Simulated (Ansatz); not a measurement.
Mg2Sn: response to strain

Base system: Mg$_{2}$Sn (space group Fm-3m, No. 225; a = 6.747 Å; relaxed with 0.1 eV smearing).

Strains are applied to the cell and any free atomic positions relax.

Method: Kohn–Sham DFT with the PBEsol functional, run in Ansatz (a first-principles code) with PAW and 420 eV plane waves, no SOC.

Notes on the quantities. energy relative to the base: free energy F.

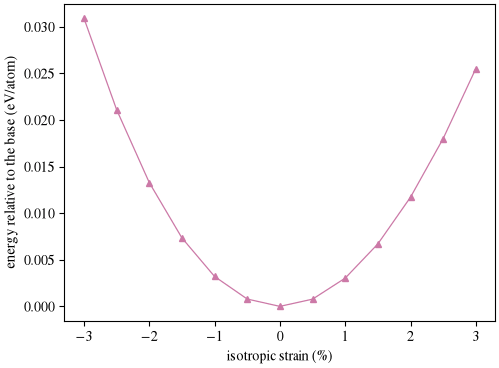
Fig. 1. Energy relative to the base against isotropic strain

Task: From the plot, what is the energy relative to the base for isotropic strain +1.50 %?

Result: About 0.007 eV/atom.

Task: Is the trend monotonic over the range shown?

Result: No, it turns within the range, spanning 0 meV/atom to +31 meV/atom.

Stability against distortions was not tested.
